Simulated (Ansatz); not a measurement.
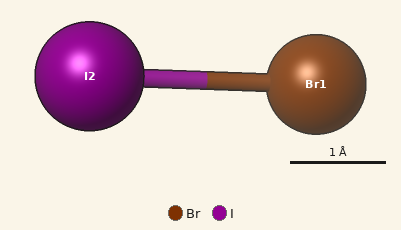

Fig. 1: The input geometry (ball-and-stick view, seen at a tilt; atoms are numbered from 1 in the order of the input). Bond lengths as drawn: Br–I 2.46 Å.

Run report: IBr, single-point calculation

System: IBr.
Method: RKS revPBE-D4/def2-TZVPP (Ansatz 0.2.0).

The geometry comes from this level: PBE0-D4/def2-TZVP.

What the program printed:
```
Functional definition: revPBE
  name "revPBE"
  cite "Zhang & Yang, Phys. Rev. Lett. 80, 890 (1998) doi:10.1103/PhysRevLett.80.890"
  cite "Perdew, Burke & Ernzerhof, Phys. Rev. Lett. 77, 3865 (1996) doi:10.1103/PhysRevLett.77.3865"
  parameter kappa = 1.245
  parameter beta = 0.06672455060314922
  exchange = pbe_x(kappa = kappa, mu = beta*pi^2/3)
  correlation = pbe_c(beta = beta)
743 factors; their error is unknown
mean field evaluation 1: about -78142.5927 eV, gradient 1.0e1 eV
mean field evaluation 2: about -78142.5159 eV, gradient 8.4e0 eV
mean field evaluation 4: about -78142.7600 eV, gradient 4.4e-1 eV
mean field evaluation 8: about -78142.7311 eV, gradient 1.7e-1 eV
mean field -78142.73111103 eV, -2871.6924012847 hartree, gradient 7.9e-5 eV, S^2 0.000000; 0 other end points of the search recorded, 0 dependent functions left out
reference -78142.73114393 eV, -2871.6924024940 hartree; 30, 30 occupied and 68, 68 virtual orbitals, 743 factors
Total energy: -78142.83229377 eV, -2871.6961196821 hartree
```

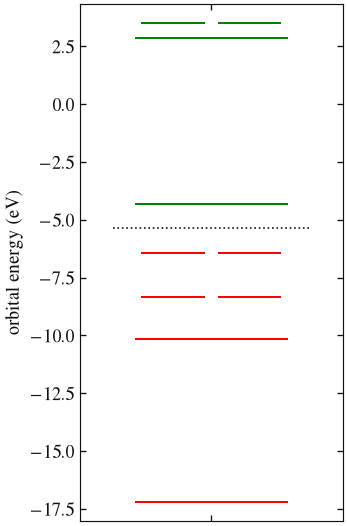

Fig. 2: Orbital energies near the frontier; the dotted line parts filled from empty levels, and levels within 0.02 eV of each other stand side by side. Highest filled −6.42 eV, lowest empty −4.31 eV, 2.11 eV apart.

The run was set up as follows.

The input:
```yaml
crystal:
  periodic: [false, false, false]
  atoms:
    - {symbol: Br, position_ang: [-0.000000, 0.000000, -0.002925]}
    - {symbol: I, position_ang: [0.000000, -0.000000, 2.460895]}
basis:
  gaussian: {orbitals: def2-TZVPP}
hamiltonian: {xc: {name: revPBE}, dispersion: d4}
output: {orbitals: {seedname: orbitals}}
```

Launch command:
```bash
ansatz run in.yaml --threads 4 --pin off --events-out ev --progress --plain --max-ram 10444MiB
```

Summary:

| quantity | value |
| --- | --- |
| outcome | converged |
| total energy | −78142.8323 eV |
| mean-field energy | −78142.7311 eV |
| dispersion energy | −0.1011 eV |
| SCF solution under orbital rotations | stable |
| HOMO | −6.42 eV |
| LUMO | −4.31 eV |
| hardware | 4 threads of Arm Neoverse V2, 23 GiB of memory available, shared host |
| peak memory | 0.12 GiB |
